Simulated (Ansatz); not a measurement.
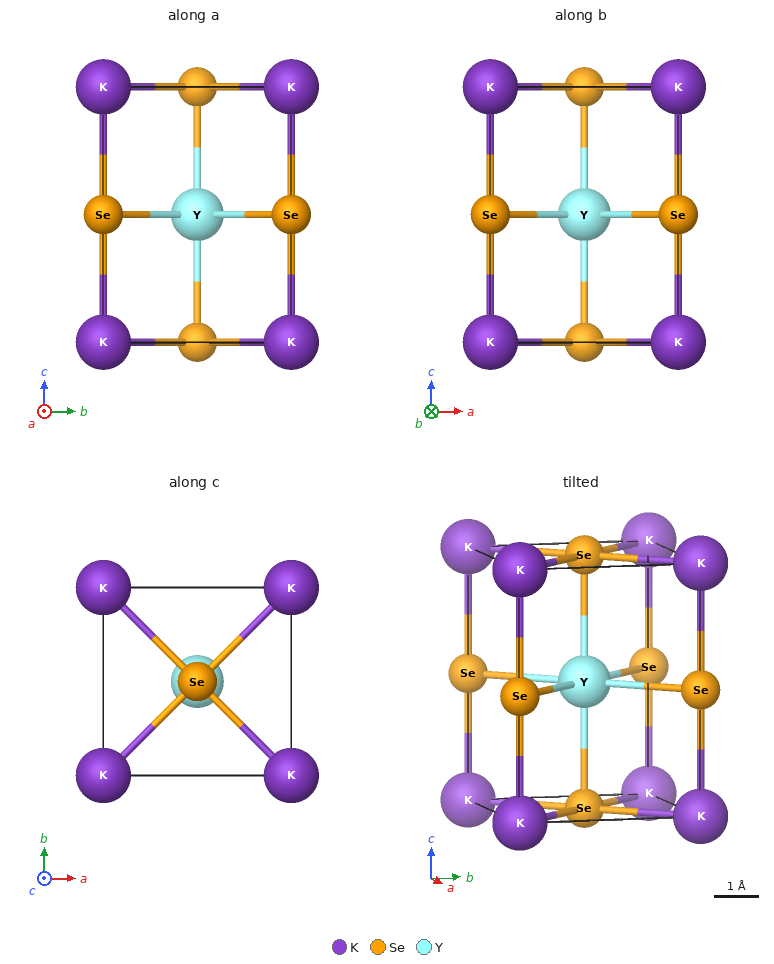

Figure: ball-and-stick view along the a axis, along the b axis, along the c axis and slightly off an axis. Thin lines show the conventional unit cell, with boundary atoms drawn in all their periodic places.

Lattice parameters: a = 4.3197 Å, b = 4.3197 Å, c = 5.8683 Å, α = 90.000°, β = 90.000°, γ = 90.000°.

Question: Convert the drawing into a CIF with its space group and independent sites.

Answer:
```cif
data_structure
_symmetry_space_group_name_H-M 'P 4/m m m'
_symmetry_Int_Tables_number 123
_cell_length_a 4.3197
_cell_length_b 4.3197
_cell_length_c 5.8683
_cell_angle_alpha 90.000
_cell_angle_beta 90.000
_cell_angle_gamma 90.000
_cell_volume 109.50
loop_
_atom_site_label
_atom_site_type_symbol
_atom_site_symmetry_multiplicity
_atom_site_Wyckoff_symbol
_atom_site_fract_x
_atom_site_fract_y
_atom_site_fract_z
_atom_site_occupancy
K1 K 1 a 0.0000 0.0000 0.0000 1
Se1 Se 1 b 0.0000 0.0000 0.5000 1
Y1 Y 1 d 0.5000 0.5000 0.5000 1
Se2 Se 1 c 0.5000 0.5000 0.0000 1
```

Its origin is a structure type filled with these elements by a generator (whether the compound takes this form wasn't checked). Earlier steps of the study may have refined or changed the cell and positions. A calculation with Ansatz used it as input.
